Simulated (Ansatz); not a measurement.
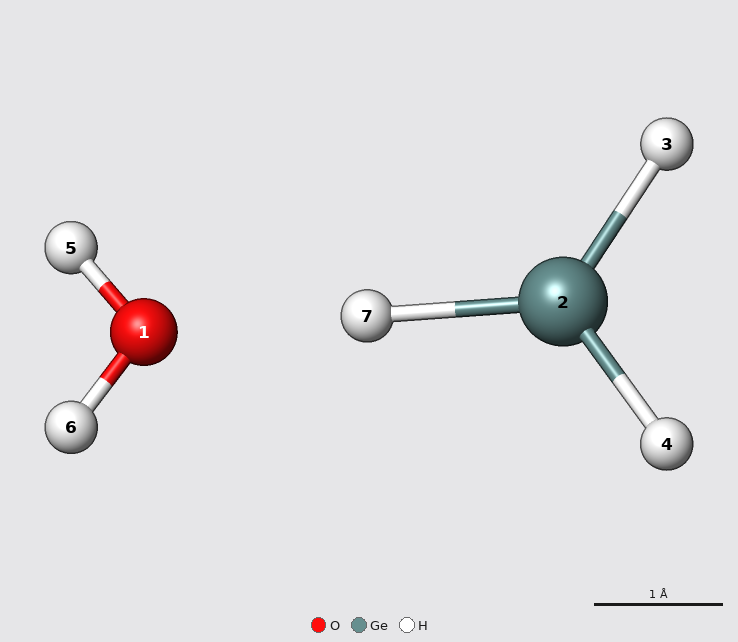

Atoms carry their numbers in the input. Charge +1, singlet. The computed structure is the end point of a PBE0-D4/def2-TZVP optimisation. No frequency run is at hand to confirm it as a minimum.

Describe the coordination of atom 1.

O1 has 2 neighbours (H5 at 0.96, H6 at 0.96 Å); the arrangement is bent.

How are the neighbours of atom 2 arranged?

Ge2 has 3 neighbours (H3 at 1.53, H4 at 1.53, H7 at 1.56 Å); the arrangement is trigonal planar.
